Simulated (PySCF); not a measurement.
## Two runs on C5H6F2O

System: C5H6F2O.
Method of run A: GIAO PBE/pcSseg-1 NMR shielding, non-relativistic, gas phase (PySCF 2.14.0).

The geometry comes from this level: PBE0-D3(BJ)/def2-SVP. Text and figures count atoms from 1; the logs count them from 0 in places.

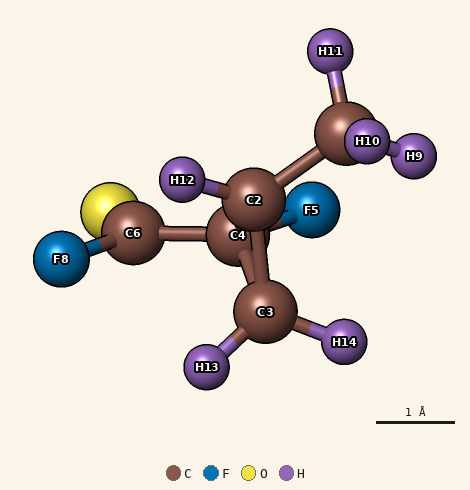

**Figure 1.** The structure (ball-and-stick view, seen at a tilt; atoms are numbered from 1 in the order of the input).

The input, run A:
```
{"job": {"kind": "nmr", "xc": "PBE", "basis": "pcSseg-1", "pop": false}, "charge": 0, "multiplicity": 1}
C     -1.694035     0.335294     0.687066
C     -0.331536     0.570749     0.097421
C      0.026280     0.061116    -1.263732
C      0.604988    -0.605857    -0.049017
F      0.129172    -1.825381     0.276780
C      2.039956    -0.467278     0.285982
O      2.747675    -1.265443     0.791286
F      2.488831     0.751416    -0.066477
H     -2.098308    -0.638660     0.379104
H     -2.393548     1.118614     0.358431
H     -1.656055     0.351967     1.786460
H      0.162146     1.501012     0.395498
H      0.691868     0.646111    -1.901532
H     -0.720808    -0.545184    -1.783371
```

The first line tells a small driver script what to run in PySCF; the rest is the geometry in Å.

Launched with:
```bash
OMP_NUM_THREADS=1 python <driver script> task.json out
```

Hardware: 1 CPU thread, shared host.

Output (run A):
```
coarse grid: 12408 points
cycle   1  E = -468.1728146770  dE =  1.204e+00  |g| = 1.072e+00  |ddm| = 3.368e+00
cycle   2  E = -466.9602438767  dE =  1.213e+00  |g| = 2.700e+00  |ddm| = 2.678e+00
cycle   3  E = -468.3269853400  dE = -1.367e+00  |g| = 5.468e-01  |ddm| = 2.196e+00
cycle   4  E = -468.3809920338  dE = -5.401e-02  |g| = 1.676e-01  |ddm| = 4.919e-01
cycle   5  E = -468.3848037141  dE = -3.812e-03  |g| = 6.612e-02  |ddm| = 1.443e-01
cycle   6  E = -468.3856842298  dE = -8.805e-04  |g| = 1.565e-02  |ddm| = 6.179e-02
cycle   7  E = -468.3857276515  dE = -4.342e-05  |g| = 5.424e-03  |ddm| = 1.829e-02
cycle   8  E = -468.3857343870  dE = -6.736e-06  |g| = 1.060e-03  |ddm| = 6.355e-03
final grid: 122688 points
cycle   9  E = -468.4818838461  dE = -2.334e-05  |g| = 2.012e-02  |ddm| = 4.448e-02
cycle  10  E = -468.4814342603  dE =  4.496e-04  |g| = 5.229e-02  |ddm| = 5.016e-02
cycle  11  E = -468.4819531964  dE = -5.189e-04  |g| = 7.730e-03  |ddm| = 3.879e-02
cycle  12  E = -468.4819649475  dE = -1.175e-05  |g| = 1.091e-03  |ddm| = 5.381e-03
cycle  13  E = -468.4819651164  dE = -1.689e-07  |g| = 3.765e-04  |ddm| = 1.098e-03
cycle  14  E = -468.4819651434  dE = -2.696e-08  |g| = 7.055e-05  |ddm| = 3.294e-04
cycle  15  E = -468.4819651444  dE = -1.066e-09  |g| = 2.374e-05  |ddm| = 9.157e-05
cycle  16  E = -468.4819651445  dE = -1.099e-10  |g| = 9.205e-06  |ddm| = 2.444e-05
converged SCF energy = -468.4819651445

GIAO shielding tensors (ppm)
atom      isotropic    diamagn.    paramagn.     s11        s22        s33       span
  0 C      165.960     244.054     -78.094    151.784    162.280    183.817     32.032
  1 C      152.962     253.057    -100.096    121.000    153.370    184.514     63.514
  2 C      154.394     253.314     -98.920    131.739    149.126    182.318     50.580
  3 C      102.468     247.924    -145.457     49.734     77.071    180.599    130.865
  4 F      396.357     473.098     -76.740    339.388    398.201    451.483    112.095
  5 C       13.491     251.001    -237.511   -111.206     41.738    109.940    221.146
  6 O     -101.927     397.909    -499.836   -400.402   -184.617    279.237    679.639
  7 F      147.434     479.246    -331.812    -65.211    238.924    268.588    333.799
  8 H       30.327      29.361       0.965     25.703     29.397     35.880     10.176
  9 H       29.564      27.639       1.925     25.025     27.073     36.594     11.569
 10 H       29.695      28.449       1.246     24.934     27.198     36.953     12.018
 11 H       29.633      32.015      -2.382     23.093     28.730     37.075     13.981
 12 H       29.674      30.687      -1.013     24.449     27.219     37.355     12.906
 13 H       30.258      30.716      -0.458     25.555     28.205     37.014     11.459
```

For run B the input was changed thus:
```diff
-"xc": "PBE"
+"xc": "PBE0"
-"pop": false
```

What does this change do to the results?

The total energies belong to different methods, so their difference says nothing on which is more stable or more accurate. The HOMO goes from −7.12 to −8.63 eV. The LUMO goes from −1.65 to −0.60 eV. The dipole moment goes from 3.58 to 3.76 D. Of all shieldings, the largest change is that of F8, by +21.2 ppm. The functional changes from PBE to PBE0. Exact exchange removes part of the self-interaction error of semilocal functionals, which pushes filled and empty levels apart. The SCF takes 14 iterations against 16.

Output (run B):
```
coarse grid: 12408 points
cycle   1  E = -468.2375649916  dE =  1.401e+00  |g| = 9.976e-01  |ddm| = 3.310e+00
cycle   2  E = -467.7141115355  dE =  5.235e-01  |g| = 1.978e+00  |ddm| = 1.890e+00
cycle   3  E = -468.4081393244  dE = -6.940e-01  |g| = 2.617e-01  |ddm| = 1.403e+00
cycle   4  E = -468.4190510732  dE = -1.091e-02  |g| = 9.687e-02  |ddm| = 2.279e-01
cycle   5  E = -468.4204561211  dE = -1.405e-03  |g| = 2.053e-02  |ddm| = 6.356e-02
cycle   6  E = -468.4205421555  dE = -8.603e-05  |g| = 5.672e-03  |ddm| = 1.902e-02
cycle   7  E = -468.4205480000  dE = -5.845e-06  |g| = 1.551e-03  |ddm| = 5.364e-03
final grid: 122688 points
cycle   8  E = -468.4916256946  dE = -3.161e-05  |g| = 1.318e-02  |ddm| = 3.269e-02
cycle   9  E = -468.4915471626  dE =  7.853e-05  |g| = 2.445e-02  |ddm| = 2.633e-02
cycle  10  E = -468.4916593219  dE = -1.122e-04  |g| = 2.708e-03  |ddm| = 1.709e-02
cycle  11  E = -468.4916607780  dE = -1.456e-06  |g| = 2.939e-04  |ddm| = 1.955e-03
cycle  12  E = -468.4916607869  dE = -8.865e-09  |g| = 1.700e-04  |ddm| = 3.433e-04
cycle  13  E = -468.4916607914  dE = -4.519e-09  |g| = 3.038e-05  |ddm| = 1.147e-04
cycle  14  E = -468.4916607916  dE = -1.688e-10  |g| = 1.028e-05  |ddm| = 3.525e-05
converged SCF energy = -468.4916607916

GIAO shielding tensors (ppm)
atom      isotropic    diamagn.    paramagn.     s11        s22        s33       span
  0 C      170.955     243.922     -72.967    157.768    167.656    187.441     29.674
  1 C      160.640     253.000     -92.359    129.283    159.988    192.650     63.367
  2 C      161.273     253.514     -92.241    138.549    155.393    189.876     51.328
  3 C      110.149     246.999    -136.850     57.676     85.388    187.382    129.705
  4 F      412.778     473.181     -60.403    356.020    412.462    469.852    113.833
  5 C       16.903     250.505    -233.602   -115.055     49.710    116.053    231.108
  6 O     -110.952     397.309    -508.262   -425.751   -196.410    289.304    715.055
  7 F      168.662     478.561    -309.899    -44.315    252.355    297.946    342.261
  8 H       30.379      29.067       1.311     25.474     29.394     36.269     10.795
  9 H       29.622      27.648       1.974     24.837     26.996     37.033     12.196
 10 H       29.758      28.319       1.439     24.778     27.159     37.337     12.559
 11 H       29.814      31.783      -1.969     23.056     28.638     37.748     14.692
 12 H       29.790      30.607      -0.817     24.366     27.009     37.995     13.628
 13 H       30.276      30.630      -0.354     25.339     27.888     37.602     12.263
```

The two runs side by side:

| quantity | run A | run B |
| --- | --- | --- |
| outcome | converged | converged |
| total energy (hartree) | −468.481965 | −468.491661 |
| HOMO (eV) | −7.12 | −8.63 |
| LUMO (eV) | −1.65 | −0.60 |
| dipole moment (D) | 3.58 | 3.76 |
| shielding of C1 (ppm) | 166.0 | 171.0 |
| shielding of C2 (ppm) | 153.0 | 160.6 |
| shielding of C3 (ppm) | 154.4 | 161.3 |
| shielding of C4 (ppm) | 102.5 | 110.1 |
| shielding of F5 (ppm) | 396.4 | 412.8 |
| shielding of O7 (ppm) | −101.9 | −111.0 |
| shielding of F8 (ppm) | 147.4 | 168.7 |
| SCF iterations | 16 | 14 |
| basis functions | 166 | 166 |
| wall time (shared host) | 27 s | 19 s |
